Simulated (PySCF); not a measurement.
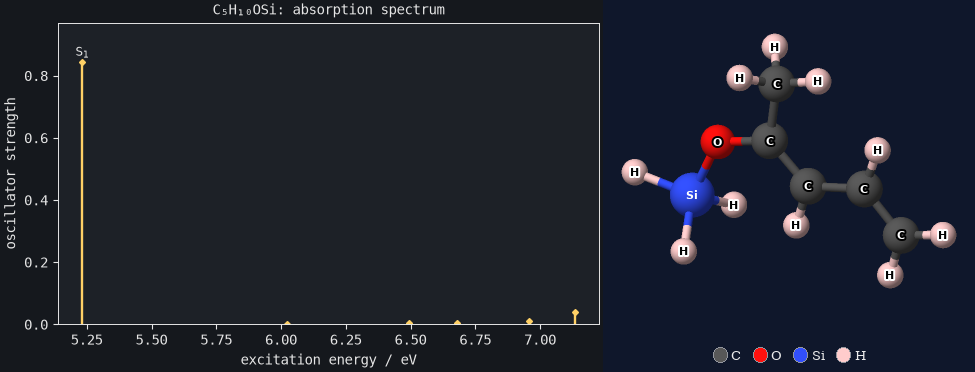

Computed absorption of C₅H₁₀OSi, SMILES C=C/C=C(\C)O[SiH3]. Vertical TDDFT excitations, ωB97X-D/def2-SVPD (IEF-PCM tetrahydrofuran), PySCF 2.14.0, at a PBE0-D3(BJ)/def2-SVP geometry (no frequency check). Only the first 6 singlet excitations are included.

Where is the lowest singlet, and is it bright?

S1 lies at 5.23 eV (237 nm) with f = 0.844, mainly HOMO → LUMO (98 %); it is bright.

Does any vertical transition fall in the visible?

No singlet lies below 3.1 eV (beyond 400 nm), so at this level no vertical transition falls in the visible.

List the transitions behind the spectrum.

```
state  E (eV)  λ (nm)      f        main character
   S1    5.23     237  0.844    HOMO → LUMO (98 %)
   S2    6.02     206  0.000  HOMO → LUMO+1 (83 %)
   S3    6.49     191  0.004  HOMO → LUMO+2 (52 %)
   S4    6.68     186  0.003  HOMO → LUMO+3 (64 %)
   S5    6.96     178  0.010  HOMO → LUMO+7 (83 %)
   S6    7.13     174  0.038  HOMO → LUMO+4 (45 %)
```

Caveats: one conformer of a flexible molecule; core orbitals are frozen in the response.
